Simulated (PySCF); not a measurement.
# SiH2F2 (SMILES F[SiH2]F): levels of theory compared

Wanted: a comparison of 6 runs (PBE/STO-3G, SVWN5/STO-3G, UPBE0/STO-3G, wB97X-V/STO-3G, UMP2/STO-3G, CISD/STO-3G) of SiH2F2. 

The calculation is run with PySCF 2.14.0.

5 further runs of the same task are left out: 5 set aside as unsound or not needed.

## 1. The system as given

SiH2F2 has 5 atoms, charge 0, and is taken as a singlet. As SMILES, `F[SiH2]F`. The Si2–H4 distance was set to 1.769 Å, away from the relaxed value.

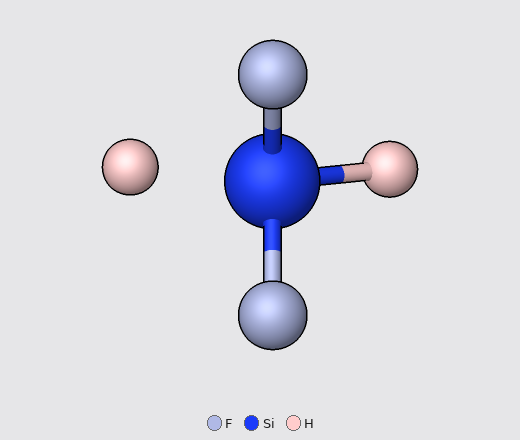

The structure, seen from a chosen angle (fluorine light blue, silicon blue, hydrogen pink).

## 2. The energy at PBE/STO-3G (run 1)

Input file run.py:

```python
from pyscf import gto, dft

mol = gto.M(
    atom='''
F   -0.961960   0.765841   1.127162
Si   0.111830   0.227101   0.092352
F    1.364680  -0.292949   0.913352
H   -0.590470  -1.138740  -0.786300
H    0.544120   1.349321  -0.760808
''',
    max_memory=1860,
    verbose=4,
    basis='sto-3g',
    spin=0,
)

ks = dft.RKS(mol)
ks.xc = 'pbe'
ks.conv_tol = 1e-10
ks.grids.level = 5
ks.kernel()
if not ks.converged:
    ks = ks.newton().run(ks.mo_coeff, ks.mo_occ)

energy = ks.e_tot
print('E = %.10f Eh' % energy)
```

Started as:

```bash
OMP_NUM_THREADS=1 python run.py
```

Output:

```text
PySCF version 2.14.0

[... 74 lines left out ...]
converged SCF energy = -483.746282087036
E = -483.7462820870 Eh
```

Wall time 3.3 s (1 thread of Arm Neoverse V1, shared host); peak memory 0.21 GiB.

## 3. A single-point energy at SVWN5/STO-3G (run 2)

Input file run.py:

```python
from pyscf import gto, dft

molecule = gto.Mole()
molecule.atom = '''
F     -1.817841     1.447230     2.130027
Si     0.211328     0.429159     0.174520
F      2.578871    -0.553593     1.725985
H     -1.115827    -2.151907    -1.485892
H      1.028238     2.549847    -1.437719
'''
molecule.basis = 'sto-3g'
molecule.verbose = 4
molecule.max_memory = 1860
molecule.spin = 0
molecule.unit = 'bohr'
molecule.build()

mf = dft.RKS(molecule)
mf.xc = 'svwn'
mf.conv_tol = 1e-10
mf.grids.level = 5
mf.kernel()
if not mf.converged:
    mf = mf.newton().run(mf.mo_coeff, mf.mo_occ)

energy = mf.e_tot
print(f'total energy: {energy:.8f} hartree')
```

Started as:

```bash
OMP_NUM_THREADS=1 python run.py
```

Output:

```text
PySCF version 2.14.0

[... 73 lines left out ...]
converged SCF energy = -481.592732025739
total energy: -481.59273203 hartree
```

Wall time 2.1 s (1 thread of Arm Neoverse V1, shared host); peak memory 0.15 GiB.

## 4. A single-point energy at UPBE0/STO-3G (run 3)

Input file job.py:

```python
from pyscf import gto, dft

molecule = gto.M(
    atom='''
F     -1.817841     1.447230     2.130027
Si     0.211328     0.429159     0.174520
F      2.578871    -0.553593     1.725985
H     -1.115827    -2.151907    -1.485892
H      1.028238     2.549847    -1.437719
''',
    unit='bohr',
    verbose=4,
    charge=0,
    max_memory=1860,
    basis='sto-3g',
)

calc0 = dft.UKS(molecule, xc='pbe0')
calc0.grids.level = 5
calc0.conv_tol = 1e-10
calc0.kernel()
if not calc0.converged:
    calc0 = calc0.newton().run(calc0.mo_coeff, calc0.mo_occ)
for _ in range(3):
    mo, _, stable, _ = calc0.stability(return_status=True)
    if stable:
        break
    calc0.kernel(calc0.make_rdm1(mo, calc0.mo_occ))

etot = calc0.e_tot
print('E = %.10f Eh' % etot)
```

Started as:

```bash
OMP_NUM_THREADS=1 python job.py
```

Output:

```text
PySCF version 2.14.0

[... 94 lines left out ...]
converged SCF energy = -483.82409543818  <S^2> = 4.5794479e-12  2S+1 = 1
[... 2 lines left out ...]
E = -483.8240954382 Eh
```

It took 12 s on 1 thread of Arm Neoverse V1, shared host; peak memory 0.38 GiB.

Runs 4 to 5 aren't shown in full; the table further down has their settings and results.

## 5. A single-point energy at CISD/STO-3G (run 6)

Input file input.py:

```python
from pyscf import gto, ci

mol = gto.M(
    atom='''
F   -0.961960   0.765841   1.127162
Si   0.111830   0.227101   0.092352
F    1.364680  -0.292949   0.913352
H   -0.590470  -1.138740  -0.786300
H    0.544120   1.349321  -0.760808
''',
    max_memory=1860,
    charge=0,
    basis='sto-3g',
    verbose=3,
)

calc0 = mol.RHF()
calc0.conv_tol = 1e-10
calc0.kernel()
if not calc0.converged:
    calc0 = calc0.newton().run(calc0.mo_coeff, calc0.mo_occ)

cisd = ci.CISD(calc0, frozen=7)
cisd.kernel()
e_tot = cisd.e_tot
print('E(%s) = %.9f' % ('CISD', e_tot))
```

Started as:

```bash
OMP_NUM_THREADS=1 python input.py
```

Output:

```text
converged SCF energy = -482.825541800112
E(RCISD) = -482.9196659374055  E_corr = -0.09412413729380287
E(CISD) = -482.919665937
```

Run time: 0.8 s. Hardware: 1 thread of Arm Neoverse V1, shared host; peak memory 0.12 GiB.

## 6. All runs side by side

| run | level | follow instability | nlc grid | energy (Eh) | dipole moment (D) of the reference | HOMO energy (eV) | LUMO energy (eV) | wall time |
| --- | --- | --- | --- | --- | --- | --- | --- | --- |
| 1 | PBE/STO-3G | – | – | -483.746282 | 0.42 | -3.25 | 4.31 | 3.3 s |
| 2 | SVWN5/STO-3G | – | – | -481.592732 | 0.47 | -3.12 | 4.46 | 2.1 s |
| 3 | UPBE0/STO-3G | yes | – | -483.824095 | 0.63 | -5.15 | 5.36 | 12 s |
| 4 | wB97X-V/STO-3G | – | 1 | -484.011552 | 0.62 | -7.47 | 7.84 | 20 s |
| 5 | UMP2/STO-3G | yes | – | -482.898568 | 1.11 | -9.52 | 9.78 | 0.84 s |
| 6 | CISD/STO-3G | – | – | -482.919666 | 1.11 | -9.52 | 9.78 | 0.8 s |

## 7. Summary of results

| quantity | value |
| --- | --- |
| run 6: total energy | -482.91967 Eh |
| run 6: dipole moment (Hartree–Fock density) | 1.11 D |
| run 6: HOMO energy (Hartree–Fock orbitals) | -9.52 eV |
| run 6: LUMO energy (Hartree–Fock orbitals) | 9.78 eV |
| run 6: HOMO–LUMO gap (Hartree–Fock orbitals) | 19.29 eV |
| run 6: correlation energy (7 core orbitals frozen) | -94.1 mEh |

Over runs 1, 2, 3, 4 the dipole moment (its size) runs from 0.42 D (PBE/STO-3G) to 0.63 D (UPBE0/STO-3G). Over runs 1, 2, 3, 4 the HOMO–LUMO gap runs from 7.56 eV (PBE/STO-3G) to 15.31 eV (wB97X-V/STO-3G). Totals of different functionals can't be ranked against each other. In runs 1, 2, 3, 4, 5, 6 the basis is minimal, so the values are rough. All runs together took 39 s, the longest 20 s.
